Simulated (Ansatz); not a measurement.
**FGeH$_{3}$···CH$_{4}$: density, localisation and related maps**

Input file:

```
crystal:
  periodic: [false, false, false]
  atoms:
    - { symbol: Ge, position_ang: [-0.390356, 0.278866, -0.433958] }
    - { symbol: C, position_ang: [-0.229261, -0.173843, 2.697886] }
    - { symbol: H, position_ang: [-0.626695, -0.534331, 3.655013] }
    - { symbol: H, position_ang: [0.349034, -0.98206, 2.231872] }
    - { symbol: H, position_ang: [0.423777, 0.687845, 2.879288] }
    - { symbol: H, position_ang: [0.910626, 0.924806, 0.089114] }
    - { symbol: F, position_ang: [-0.594387, 0.879042, -2.090018] }
    - { symbol: H, position_ang: [-0.301167, -1.259864, -0.546141] }
    - { symbol: H, position_ang: [-1.634272, 0.728336, 0.369889] }
    - { symbol: H, position_ang: [-1.071598, 0.130603, 2.052157] }
basis:
  gaussian: { orbitals: def2-mTZVP }
hamiltonian:
  xc: pbe
  dispersion: d4
relax:
  f_tol: 0.03
  max_steps: 50
output:
  orbitals: {}
```

Launched as:

```sh
ansatz run input.yaml --threads 2 --pin off --max-ram 3072MiB --backend cpu --events-out ev --progress --plain --runs-dir out
```

The fields are those of the relaxed geometry.

Computed with RKS PBE-D4/def2-mTZVP in Ansatz.

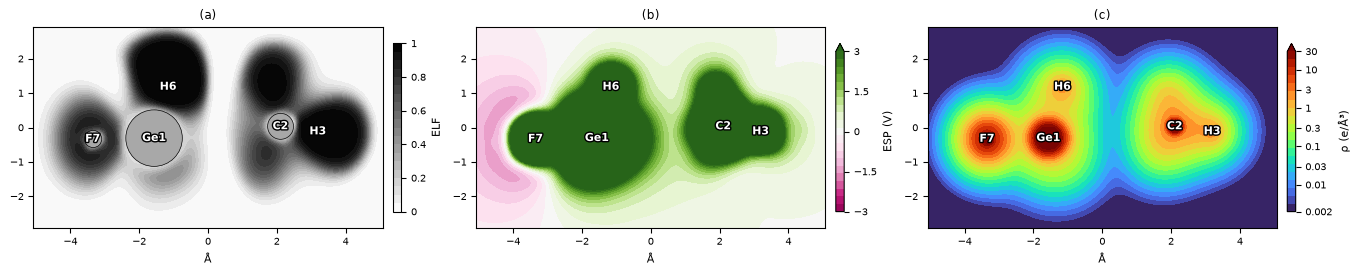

Figure 1. (a) ELF; (b) electrostatic potential; (c) electron density on the plane of atoms H6, Ge1 and F7. Grey discs cover the atomic cores in the ELF map.

**Interpret the plot.**

Atoms in the plane: Ge, C, H and F.
C2···Ge1 (3.69 Å): the density falls to about 0.02 e/Å³ on the way; the ELF dips to about 0 between them; a non-bonded, intermolecular contact.
Ge–F (1.77 Å): ρ at the midpoint is about 0.88 e/Å³; the ELF peaks at about 0.85 in the valence shell of F, 0.5 Å from its nucleus, and is about 0.20 at the midpoint.
C–H (1.10 Å): ρ is about 1.9 e/Å³ halfway; the ELF climbs to about 1 towards the hydrogen, as it does in any bond to H (an ordinary covalent bond to hydrogen).
Ge–H (1.55 Å): ρ at the midpoint is about 1 e/Å³; the ELF climbs to about 1 towards the hydrogen.
The ELF also peaks beside F7, away from the bonds: lone-pair regions.
Outside the dense part of the complex the potential is most negative (−1.5 V) near F7.

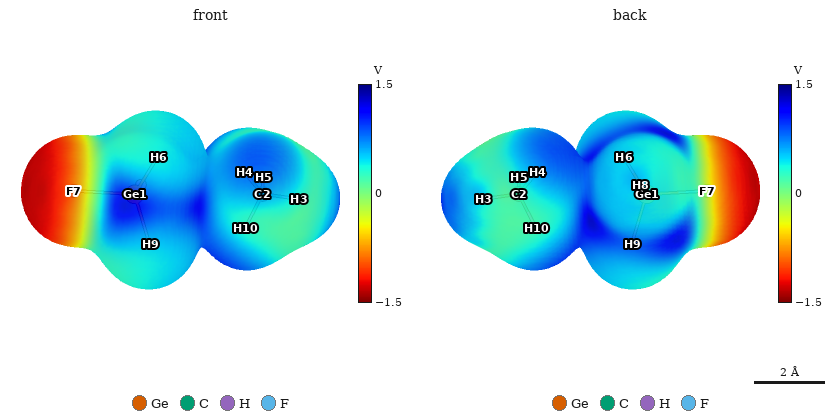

Figure 2. The molecular electrostatic potential painted on the density surface at 0.002 e/bohr³, seen from the front and from behind; red is negative and blue positive.

**Which sites attract a positive test charge, and which a negative one?**

A positive charge is drawn to the negative regions and a negative charge to the positive ones. The most negative region (about −1.3 V, or −30 kcal/mol for a unit charge) lies over F7, the most positive (about +1.2 V, or +28 kcal/mol for a unit charge) over Ge1.

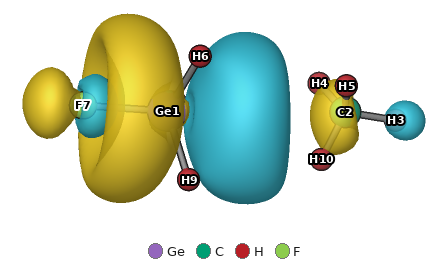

Figure 3. The LUMO at ±0.08 Å⁻³ᐟ² (yellow and cyan are the two phases), seen at a tilt.

**What is the character of this orbital?**

Its weight (Hirshfeld) is mainly on Ge1 (about 55 %) and F7 (about 15 %). Its energy is −1.06 eV.
